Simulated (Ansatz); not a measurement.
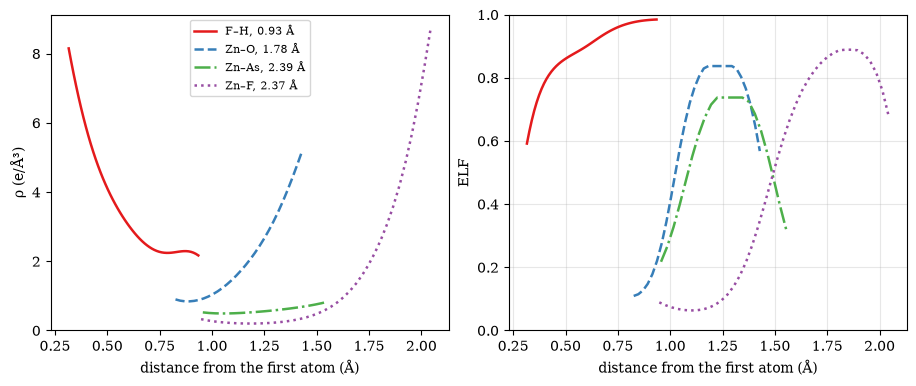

AsH$_{3}$OZn···HF. Total electron density and ELF along straight lines between neighbouring atoms. The curves leave out the atomic cores.

Level of theory: RKS PBE0/def2-SVP (Ansatz 0.2.0).

Input

```
crystal:
  periodic: [false, false, false]
  atoms:
    - { symbol: Zn, position_ang: [0.294603, -0.676099, 0.935372] }
    - { symbol: F, position_ang: [-0.311937, 0.0056, -2.010192] }
    - { symbol: O, position_ang: [0.590696, -2.426698, 1.068576] }
    - { symbol: H, position_ang: [-0.38313, 0.766118, -1.512026] }
    - { symbol: As, position_ang: [-0.012894, 1.700423, 1.099971] }
    - { symbol: H, position_ang: [0.467109, -2.924481, 0.256701] }
    - { symbol: H, position_ang: [0.721861, 1.931761, -0.226511] }
    - { symbol: H, position_ang: [-1.366208, 1.623377, 0.388309] }
basis:
  gaussian: { orbitals: def2-SVP }
hamiltonian:
  xc: pbe0
relax:
  f_tol: 0.03
  max_steps: 50
output:
  orbitals: {}
```

Run with:

```sh
ansatz run input.yaml --threads 2 --pin off --max-ram 3072MiB --backend cpu --events-out ev --progress --plain --runs-dir out
```

The fields are those of the run's last geometry, not of the input's.

What can be read from the curves?

Answer. F–H (0.93 Å): ρ at the midpoint is about 4.6 e/Å³; the ELF climbs to about 1 towards the hydrogen, as it does in any bond to H (a covalent bond by its length).
Zn–O (1.78 Å): ρ at the midpoint is about 0.84 e/Å³; the ELF peaks at about 0.85 in the valence shell of O, 0.6 Å from its nucleus, and is about 0.15 at the midpoint.
Zn–As (2.39 Å): ρ is about 0.53 e/Å³ halfway; the ELF peaks at about 0.75 in the valence shell of As, 1.2 Å from its nucleus, and is about 0.70 at the midpoint.
Zn1···F2 (2.37 Å): the density falls to about 0.2 e/Å³ on the way; the ELF dips to about 0.05 between them.
